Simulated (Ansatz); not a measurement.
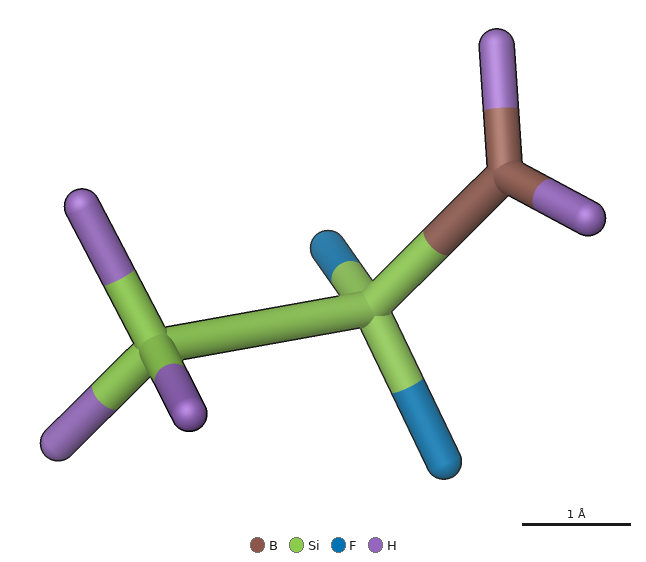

Every bond is drawn as one stick, whatever its order.

The computed structure is the end point of a PBE0-D4/def2-TZVP optimisation.

Question: Which formula does it have?

Answer: BF2H5Si2, 10 atoms: 1 boron, 2 fluorine, 5 hydrogen and 2 silicon.

Question: Count the bonded pairs by element.

Answer: 3 Si–H, 2 F–Si, 2 B–H, 1 B–Si, 1 Si–Si.

Question: Write the SMILES.

Answer: B[Si](F)(F)[SiH3]

Question: Name functional groups in it.

Answer: Among them: Si–H bond, B–H bond.

Question: Describe its rings.

Answer: It has no ring.

More results for the same structure follow; atom numbers are the same in all pictures, views and colours differ.

## Geometry

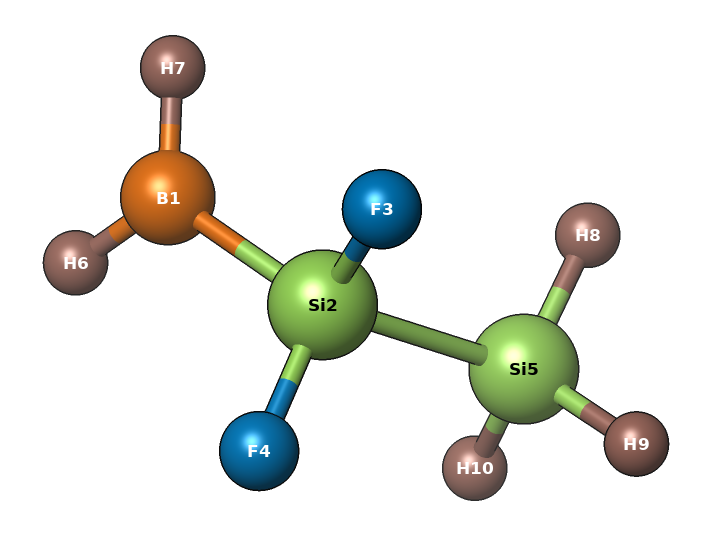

Atoms carry their numbers in the input.

List the bonds and their lengths.

```tsv
bond	length (Å)	order
B1–Si2	2.008	single
B1–H6	1.195	single
B1–H7	1.194	single
Si2–F3	1.601	single
Si2–F4	1.601	single
Si2–Si5	2.360	single
Si5–H8	1.488	single
Si5–H9	1.487	single
Si5–H10	1.487	single
```

## Dipole moment

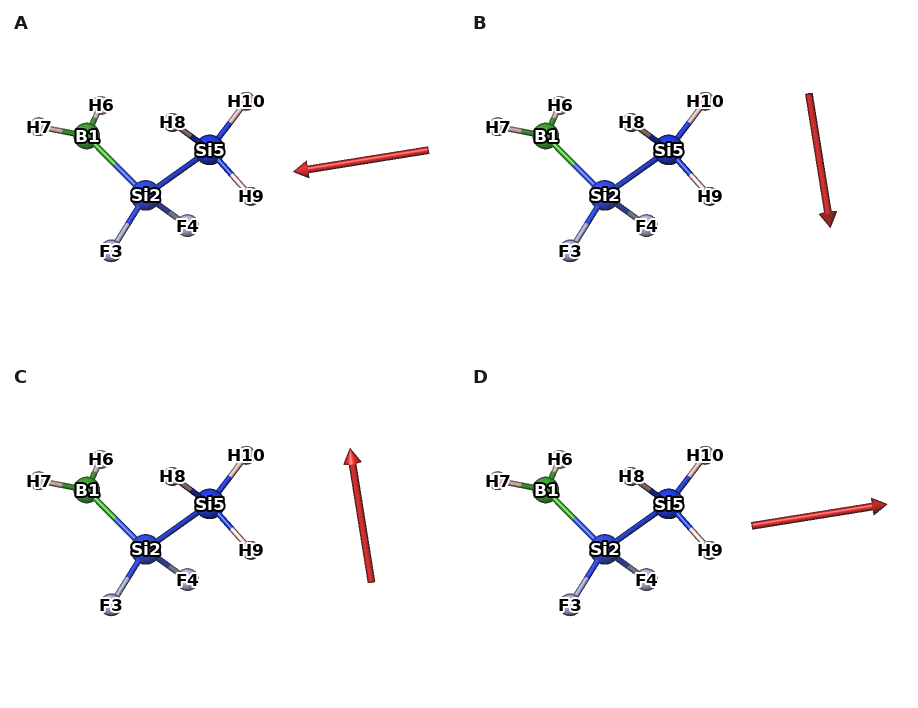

The same molecule four times, each with an arrow. Properties computed with RKS r2SCAN-D4/def2-TZVPP (Ansatz 0.2.0).

Question: Which arrow points along the dipole moment, from the negative to the positive end?

Answer: C. The dipole moment is 1.60 D; it points from the side of F3, F4 to the side of H6, H7, H8, H10 (the outermost atoms at the two ends).

## Vibrations

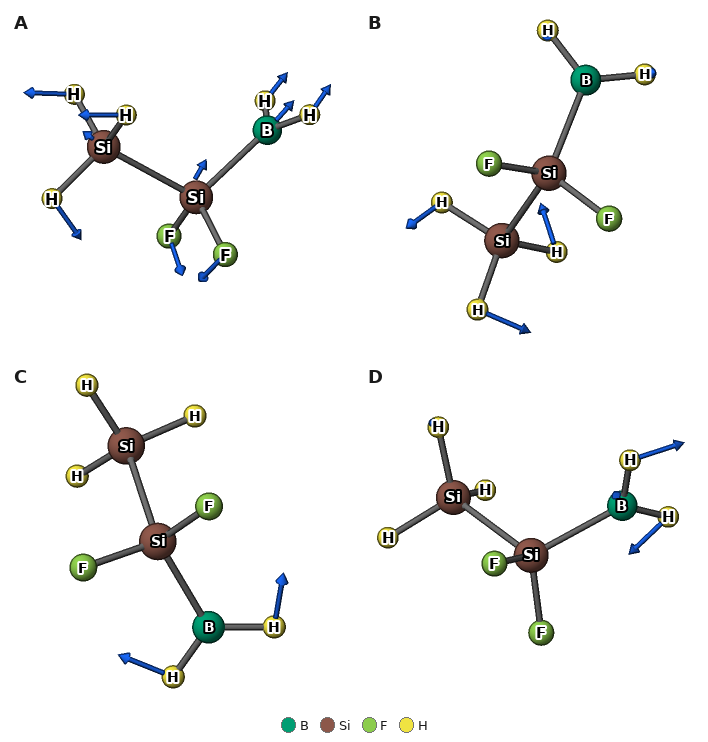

4 normal modes of one molecule or complex, as arrows. Harmonic vibrations computed with RKS PBE0-D4/def2-TZVP (Ansatz 0.2.0) at a stationary point of the same level.

Question: Match the panels to the wavenumbers 68 cm⁻¹, 303 cm⁻¹, 632 cm⁻¹, 1163 cm⁻¹.

Answer: A: 303 cm⁻¹, angle bending
B: 68 cm⁻¹, a torsion or out-of-plane motion in which bond lengths and bond angles hardly change
C: 1163 cm⁻¹, angle bending
D: 632 cm⁻¹, H–B–Si bending

## Charges

The questions are on Mulliken charges. Properties computed with RKS PBE0-D4/def2-TZVP (Ansatz 0.2.0).

Give the Mulliken charges atom by atom.

| atom | value (e) |
| --- | --- |
| B1 | −0.13 |
| Si2 | 0.70 |
| F3 | −0.30 |
| F4 | −0.30 |
| Si5 | −0.07 |
| H6 | 0.05 |
| H7 | 0.05 |
| H8 | 0.00 |
| H9 | 0.00 |
| H10 | 0.00 |

Mulliken values depend strongly on the basis set and can even reverse the polarity of a bond.
